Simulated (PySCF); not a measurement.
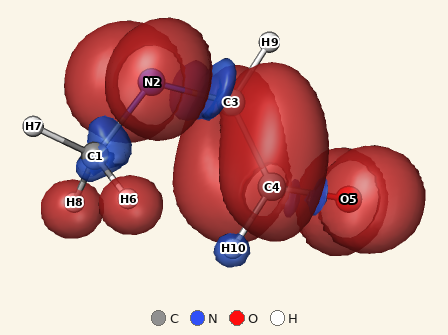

*C$_{3}$H$_{5}$NO, charge −1, doublet, SMILES `C/N=C\[CH][O-]`. Spin density ρα − ρβ at ±0.01 e/Å³ (red: excess α, blue: excess β).*

Method: B3LYP/6-31+G*; geometry: GFN2-xTB; program: PySCF. The highest occupied Kohn–Sham orbital has positive energy, a self-interaction fault of such functionals for anions. No frequency check shows the geometry to be a minimum. The stability of the open-shell solution wasn't checked. GFN2-xTB doesn't know the spin state, so this open-shell geometry is rough.

Geometry (Å), atoms numbered from 1:

```
C1      -1.8846   -0.5617   -0.0005
N2      -1.2270    0.7103    0.0001
C3       0.1021    0.7266    0.0001
C4       1.0242   -0.3247    0.0001
O5       2.2853   -0.2071   -0.0002
H6      -1.6468   -1.1781    0.8866
H7      -2.9672   -0.3803    0.0014
H8      -1.6492   -1.1755   -0.8858
H9       0.5168    1.7345    0.0005
H10      0.6032   -1.3570   -0.0002
```

> Where is the unpaired spin?

Hirshfeld spin populations: N2 +0.32, O5 +0.28, C4 +0.20 and C3 +0.12. ⟨S²⟩ = 0.76, against 0.75 for a pure state. The picture also shows regions of β spin from spin polarisation; the Hirshfeld sums, whose atoms overlap, net them against the α spin of neighbours.
